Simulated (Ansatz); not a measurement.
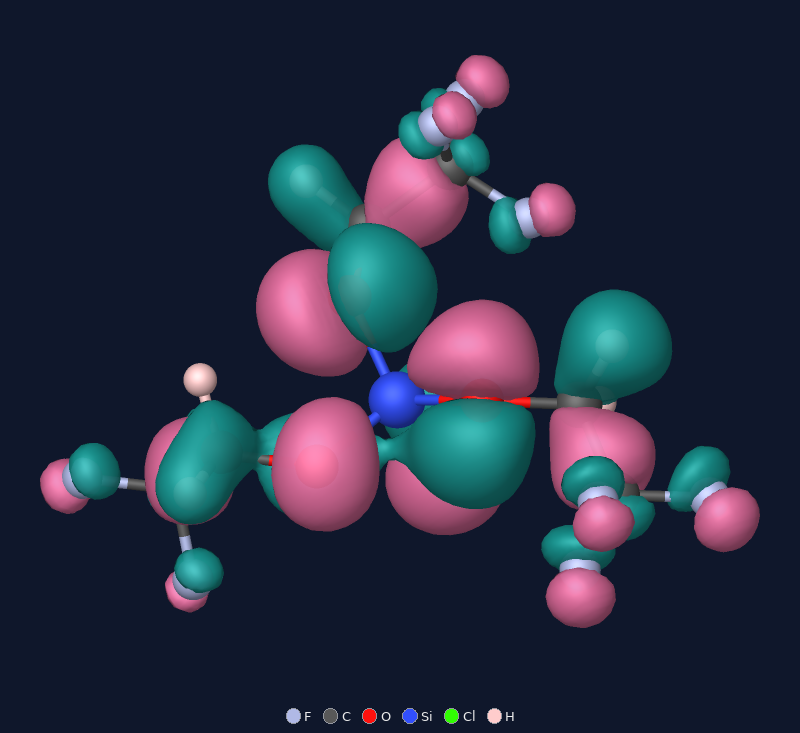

C6H6ClF9O3Si (SMILES FC(F)(F)CO[Si](Cl)(OCC(F)(F)F)OCC(F)(F)F). The HOMO at ±0.06 Å⁻³ᐟ² (teal and pink are the two phases), seen at a tilt.

Geometry: PBE0-D4/def2-TZVP.

These are results of RKS PBE0-D4/def2-TZVPP (Ansatz 0.2.0), not measurements.

Input file:

```
crystal:
  periodic: [false, false, false]
  atoms:
    - {symbol: F, position_ang: [-1.343987, 1.599080, -2.109320]}
    - {symbol: C, position_ang: [-2.492450, 1.167957, -1.562916]}
    - {symbol: F, position_ang: [-3.398525, 1.077643, -2.539303]}
    - {symbol: F, position_ang: [-2.897624, 2.102222, -0.704784]}
    - {symbol: C, position_ang: [-2.312322, -0.182384, -0.900904]}
    - {symbol: O, position_ang: [-1.387438, -0.117846, 0.138584]}
    - {symbol: Si, position_ang: [0.237976, -0.197845, 0.111401]}
    - {symbol: Cl, position_ang: [0.827651, -1.285283, -1.506220]}
    - {symbol: O, position_ang: [0.946084, 1.250825, 0.068096]}
    - {symbol: C, position_ang: [1.570010, 1.943894, -0.967791]}
    - {symbol: C, position_ang: [3.038894, 2.127993, -0.648345]}
    - {symbol: F, position_ang: [3.225103, 2.810346, 0.481750]}
    - {symbol: F, position_ang: [3.666541, 0.956592, -0.521976]}
    - {symbol: F, position_ang: [3.627165, 2.806524, -1.641153]}
    - {symbol: O, position_ang: [0.684444, -0.862880, 1.515592]}
    - {symbol: C, position_ang: [-0.076912, -1.619714, 2.406535]}
    - {symbol: C, position_ang: [-0.109688, -3.082146, 2.012619]}
    - {symbol: F, position_ang: [-0.812830, -3.772790, 2.916902]}
    - {symbol: F, position_ang: [-0.697080, -3.255599, 0.820387]}
    - {symbol: F, position_ang: [1.107837, -3.614803, 1.939786]}
    - {symbol: H, position_ang: [-3.280109, -0.484638, -0.495817]}
    - {symbol: H, position_ang: [-2.013868, -0.894733, -1.676102]}
    - {symbol: H, position_ang: [1.504532, 1.420515, -1.925403]}
    - {symbol: H, position_ang: [1.120031, 2.933427, -1.072498]}
    - {symbol: H, position_ang: [-1.112171, -1.272396, 2.464494]}
    - {symbol: H, position_ang: [0.378728, -1.553970, 3.396407]}
basis:
  gaussian: {orbitals: def2-TZVPP}
hamiltonian: {xc: pbe0, dispersion: d4}
output: {orbitals: {seedname: orbitals}}
```

Launched as:

```sh
ansatz run in.yaml --threads 10 --pin off --events-out ev --progress --plain --max-ram 110592MiB --backend cuda --devices 0, --max-vram 75GiB
```

**Where does this orbital lie, and at what energy?**

By Hirshfeld shares it lies mainly on O9 (about 25 %), O6 (about 15 %), O15 (about 10 %), Cl8 (about 5 %) and C10 (about 5 %). Its energy is −9.24 eV.
